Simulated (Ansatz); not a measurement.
**GeCNClF (SMILES N#[C][Ge]([F])[Cl]): U-r2SCAN0/cc-pVDZ**

Aim: the vertical doublet–quartet gap of GeCNClF at U-r2SCAN0/cc-pVDZ, from 2 runs. 

The calculation is run with Ansatz 0.2.0.

130 further runs of the same task are left out: 130 set aside as unsound or not needed.

### 1 Starting point

GeCNClF: 5 atoms, total charge 0, spin state doublet. As SMILES, `N#[C][Ge]([F])[Cl]`. Geometry: relaxed at PBE0-D4/def2-TZVP.

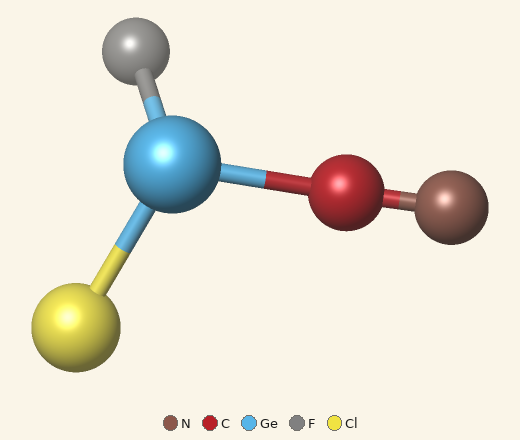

Viewed from a chosen angle; nitrogen brown, carbon red, germanium blue, fluorine grey, chlorine yellow.

### 2 The energy at U-r2SCAN0/cc-pVDZ

Input file job.yaml:

```yaml
crystal:
  periodic: [false, false, false]
  atoms:
    - symbol: N
      position_ang: [1.169800, -1.332900, 1.557000]
    - symbol: C
      position_ang: [0.647700, -0.755000, 0.707300]
    - symbol: Ge
      position_ang: [-0.063200, 0.127200, -0.853400]
    - symbol: F
      position_ang: [-1.722100, -0.343000, -0.913400]
    - symbol: Cl
      position_ang: [0.017500, 2.230100, -0.539000]
basis:
  gaussian:
    orbitals: cc-pVDZ
magnetization:
  spin_polarized: true
  initial_magnetization: 1
hamiltonian:
  xc: {name: r2SCAN0}
accuracy: high
output: {orbitals: {seedname: orbitals}}
```

On the command line:

```bash
ansatz run job.yaml --threads 1 --pin off --max-ram 3480MiB --events-out events.jsonl --progress --plain --runs-dir runs
```

The log of the run:

```text
Warning: RAYON_NUM_THREADS=1 ignored (pool sized by the plan → 1); use --threads N
Functional definition: r2SCAN0
  name "r2SCAN0"
  parameter a = 0.25
  parameter k0 = 0.174
  parameter k1 = 0.065
  parameter a1 = 4.9479
  exchange = (1 - a)*r2scan_x(k0 = k0, k1 = k1, a1 = a1) + a*exact_x
  correlation = r2scan_c
1863 factors; integrals over basis functions are off by at most 4.4e-9 eV
mean field evaluation 1: about -74274.5574 eV, gradient 3.3e1 eV
mean field evaluation 2: about -74257.2369 eV, gradient 6.7e1 eV
mean field evaluation 4: about -74279.2835 eV, gradient 4.8e0 eV
mean field evaluation 8: about -74279.5348 eV, gradient 2.5e-1 eV
mean field evaluation 16: about -74279.5352 eV, gradient 1.9e-3 eV
mean field evaluation 32: about -74279.5352 eV, gradient 1.2e-7 eV
mean field -74279.53523442 eV, -2729.7225713877 hartree, gradient 3.5e-8 eV, S^2 0.753834; 0 other end points of the search recorded, 0 dependent functions left out
reference -74279.53523562 eV, -2729.7225714318 hartree; 36, 35 occupied and 51, 52 virtual orbitals, 1863 factors
Total energy: -74279.53523562 eV, -2729.7225714318 hartree
```

Run time: 20 s. Hardware: 1 thread of Intel Xeon 6975P-C (Granite Rapids), shared host; peak memory 0.65 GiB.

### 3 The quartet

Input file in.yaml:

```yaml
crystal:
  periodic: [false, false, false]
  atoms:
    - {symbol: N, position_ang: [1.169800, -1.332900, 1.557000]}
    - {symbol: C, position_ang: [0.647700, -0.755000, 0.707300]}
    - {symbol: Ge, position_ang: [-0.063200, 0.127200, -0.853400]}
    - {symbol: F, position_ang: [-1.722100, -0.343000, -0.913400]}
    - {symbol: Cl, position_ang: [0.017500, 2.230100, -0.539000]}
basis:
  gaussian:
    orbitals: cc-pVDZ
magnetization:
  spin_polarized: true
  initial_magnetization: 3
hamiltonian:
  xc: {name: r2SCAN0}
accuracy: high
output: {orbitals: {seedname: orbitals}}
```

On the command line:

```bash
ansatz run in.yaml --threads 1 --pin off --max-ram 3480MiB --events-out events.jsonl --progress --plain --runs-dir runs
```

The log of the run:

```text
Warning: RAYON_NUM_THREADS=1 ignored (pool sized by the plan → 1); use --threads N
Functional definition: r2SCAN0
  name "r2SCAN0"
  parameter a = 0.25
  parameter k0 = 0.174
  parameter k1 = 0.065
  parameter a1 = 4.9479
  exchange = (1 - a)*r2scan_x(k0 = k0, k1 = k1, a1 = a1) + a*exact_x
  correlation = r2scan_c
1863 factors; integrals over basis functions are off by at most 4.4e-9 eV
mean field evaluation 1: about -74259.1098 eV, gradient 4.5e1 eV
mean field evaluation 2: about -74099.1773 eV, gradient 1.4e2 eV
mean field evaluation 4: about -74270.5286 eV, gradient 2.3e1 eV
mean field evaluation 8: about -74273.6406 eV, gradient 5.3e-1 eV
mean field evaluation 16: about -74273.8156 eV, gradient 6.5e-2 eV
mean field evaluation 32: about -74273.8208 eV, gradient 3.1e-7 eV
mean field -74273.82083609 eV, -2729.5125711225 hartree, gradient 9.0e-8 eV, S^2 3.761740; 4 other end points of the search recorded, 0 dependent functions left out
reference -74273.82083738 eV, -2729.5125711698 hartree; 37, 34 occupied and 50, 53 virtual orbitals, 1863 factors
Total energy: -74273.82083738 eV, -2729.5125711698 hartree
```

It took 53 s on 1 thread of Intel Xeon 6975P-C (Granite Rapids), shared host; peak memory 0.7 GiB.

### 4 What came out

Level: U-r2SCAN0/cc-pVDZ.

```
                                        quantity           value
                           doublet: total energy  -2729.72257 Eh
     doublet: HOMO energy (highest over α and β)        -8.50 eV
      doublet: LUMO energy (lowest over α and β)        -4.59 eV
                                   doublet: ⟨S²⟩           0.754
                           quartet: total energy  -2729.51257 Eh
     quartet: HOMO energy (highest over α and β)        -5.04 eV
                                   quartet: ⟨S²⟩           3.762
vertical energy of the quartet above the doublet        5.714 eV
```

**Reading.** At this shape the quartet lies 5.71 eV (132 kcal/mol) above the doublet.
